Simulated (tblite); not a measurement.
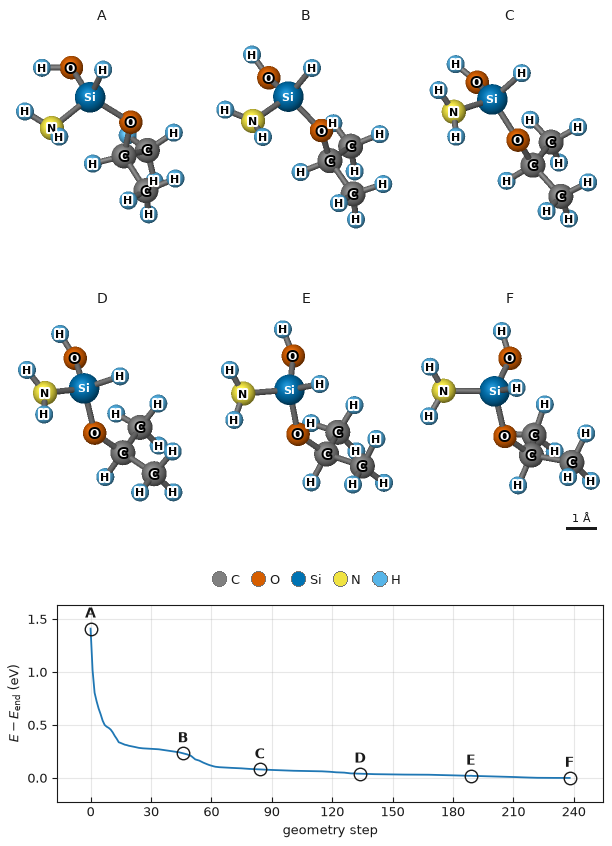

Frames of a relaxation of C₃H₁₁NO₂Si (charge +1, multiplicity 2), marked on the history of the run. A ball-and-stick model, seen from a free direction.

All numbers below come from GFN2-xTB geometry optimisation, gas phase (tblite). 

### What happens along the run?

The atom that moves furthest after the best rigid fit is an H atom (1.86 Å). Largest moves by element: H 1.86 Å, O 1.55 Å, N 0.92 Å, C 0.71 Å, Si 0.40 Å. Some distances before and after: O–Si 1.722 → 1.601 Å, O–Si 1.687 → 1.613 Å, N–Si 1.782 → 1.723 Å, H–N 1.058 → 1.008 Å. Among the angles between lasting bonds that change: C–O–Si 116.8° → 137.6°, Si–O–H 108.6° → 129.2°, O–C–H 116.2° → 103.8°. Groups turn about C–O by about 160°, O–Si by about 100°, C–C by about 20°. The energy falls by 1.410 eV in 238 geometry steps. The run took 1.9 s on 1 thread of Arm Neoverse V1, with other jobs on the host. From step 0 to 46: O and H atoms move most (0.56 Å), energy −1.177 eV. From step 46 to 84: an H atom moves most (0.79 Å), energy −0.152 eV. From step 84 to 134: O and H atoms move most (0.71 Å), energy −0.040 eV. From step 134 to 189: H atoms move most (0.73 Å), energy −0.020 eV. From step 189 to 238: an H atom moves most (0.59 Å), energy −0.021 eV.

| step | E − E(0), eV |
| --- | --- |
| 0 | 0.0000 |
| 1 | -0.3930 |
| 2 | -0.6057 |
| 3 | -0.6860 |
| 4 | -0.7545 |
| 5 | -0.8083 |
| 6 | -0.8687 |
| 7 | -0.9093 |
| 8 | -0.9261 |
| 9 | -0.9372 |
| 10 | -0.9533 |
| 22 | -1.1176 |
| 34 | -1.1397 |
| 46 | -1.1775 |
| 58 | -1.2811 |
| 70 | -1.3148 |
| 82 | -1.3276 |
| 94 | -1.3378 |
| 106 | -1.3435 |
| 118 | -1.3508 |
| 130 | -1.3676 |
| 142 | -1.3745 |
| 154 | -1.3781 |
| 166 | -1.3791 |
| 178 | -1.3847 |
| 190 | -1.3908 |
| 202 | -1.3966 |
| 214 | -1.4040 |
| 226 | -1.4093 |
| 238 | -1.4099 |
